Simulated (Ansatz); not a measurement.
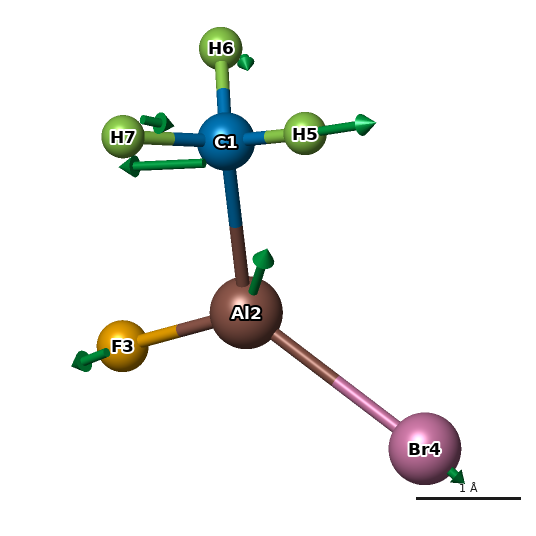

Arrows show the forces on the atoms, 0.2 Å of arrow for 1 eV/Å; forces under a tenth of the largest aren't drawn. Level of theory: PBE-D4/def2-TZVPP (Ansatz 0.2.0).

On which atom is the force largest, and how large is it?

On C1: 4.75 eV/Å.

Which bond do the forces act along most?

C1–H5, now 1.012 Å: the forces push its atoms apart, so a first step downhill lengthens it.

List the force components in the frame of the picture (x right, y up, z towards the viewer), in eV/Å.

| atom | Fx | Fy | Fz |
| --- | --- | --- | --- |
| C1 | −4.14 | −0.19 | −2.31 |
| Al2 | 0.69 | 2.09 | 2.46 |
| F3 | −1.72 | −0.68 | −1.72 |
| Br4 | 0.74 | −0.65 | −0.03 |
| H5 | 2.71 | 0.41 | 2.13 |
| H6 | 0.18 | −0.67 | 0.64 |
| H7 | 1.55 | −0.32 | −1.17 |
